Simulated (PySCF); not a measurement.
# CH$_{2}$S, SMILES `C=S`: electronic structure

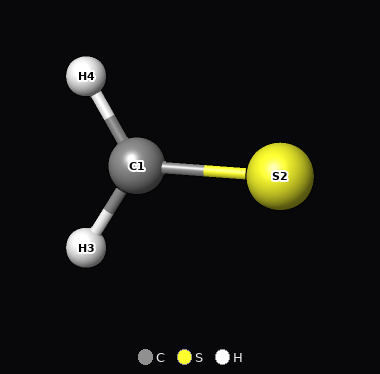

The molecule, with its atoms numbered as below. No frequency check shows the geometry to be a minimum.

Geometry (Å), atoms numbered from 1:

```
C1       1.0229    0.0000    0.0000
S2      -0.5823    0.0000    0.0000
H3       1.5898    0.9220    0.0000
H4       1.5898   -0.9220    0.0000
```

## 1. Removing or adding an electron

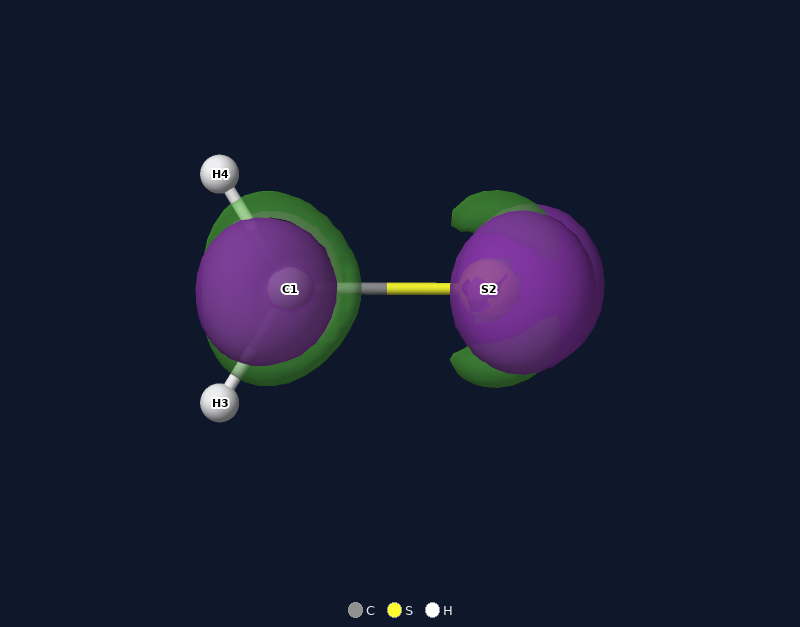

Fukui function f⁺ = ρ(N+1) − ρ(N) at fixed geometry, surfaces at ±0.05 e/Å³ (purple positive, green negative).

Method: BP86/def2-TZVP; geometry: GFN2-xTB; program: PySCF. This is a single-reference result, which may miss multireference character in this system.

Which atoms respond most to the addition of an electron?

Answer. f⁺ (Hirshfeld-condensed) is largest on S2 (0.52); the vertical electron affinity is 0.22 eV (the stability of the anion's solution wasn't checked; the anion's highest orbital has positive energy, so this value and f⁺ depend on the basis). Condensed values hint at sites of nucleophilic attack but needn't mark the atom that reacts. Orbital relaxation makes it negative in places (0.14 e in all).

## 2. Localised orbitals

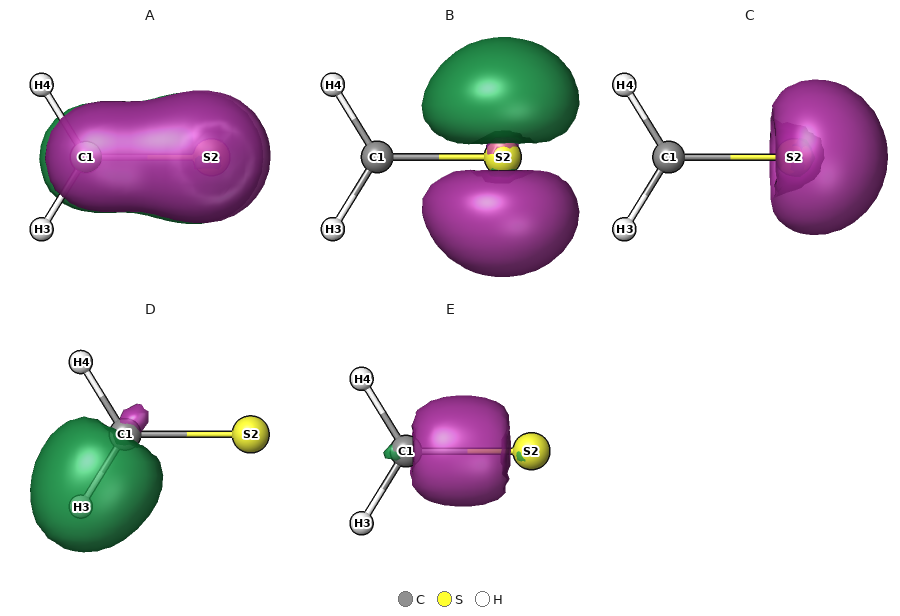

Pipek–Mezey orbitals, occupied; each surface holds about 70 % of the orbital's density. Energies are diagonal elements of the Fock matrix.

PySCF calculation, HF/6-311G**, gas phase; geometry: GFN2-xTB.

What does each orbital represent in a Lewis picture?

Answer. By panel:
- A: π bond S2–C1 (S2 60 %, C1 40 %; −11.4 eV)
- B: lone pair on S2 (p-type) (S2 98 %; −10.1 eV)
- C: lone pair on S2 (s-type) (S2 100 %; −19.8 eV)
- D: σ bond C1–H3 (C1 57 %, H3 43 %; −20.1 eV)
- E: σ bond C1–S2 (C1 55 %, S2 45 %; −23.4 eV)

## 3. Stretching a bond

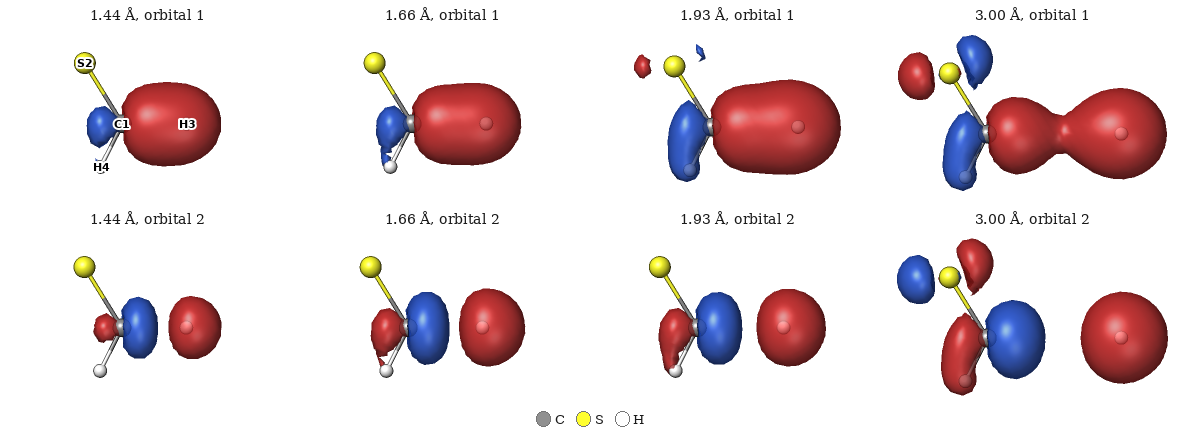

Rigid stretch of the C1–H3 bond. The two CASSCF(2,2) natural orbitals nearest half filling (orbital 1 the more occupied).

PySCF calculation, def2-SVP basis, gas phase; geometry: GFN2-xTB.

How do the occupations change along the stretch?

Answer. 1.44 Å: 1.95 and 0.05; 1.66 Å: 1.91 and 0.09; 1.93 Å: 1.82 and 0.18; 3.00 Å: 1.27 and 0.73. At the longest distance computed (3.00 Å) they are 1.27 and 0.73, and the effective number of unpaired electrons is 1.7.

UHF's ⟨S²⟩ passes 1 along the scan (up to 1.35), so it also polarises electrons outside the stretched bond; its energy lowering isn't due to that bond alone.

UHF already breaks spin symmetry near equilibrium here (⟨S²⟩ = 0.28 at 1.07 Å), for reasons apart from this bond.

How much energy does the stretch cost?

Answer. By CASSCF, 4.1 eV from the lowest point of the scan (1.07 Å) to 3.00 Å; RHF gives 7.0 eV from its own lowest point. The fragments aren't relaxed and dynamic correlation is missing, so this isn't a bond dissociation energy.

The PySCF runs shown took 21 s, 0.54 s and 4.9 s on 1 thread of AMD EPYC 9R45 96-Core Processor (Zen 5), on a shared host.
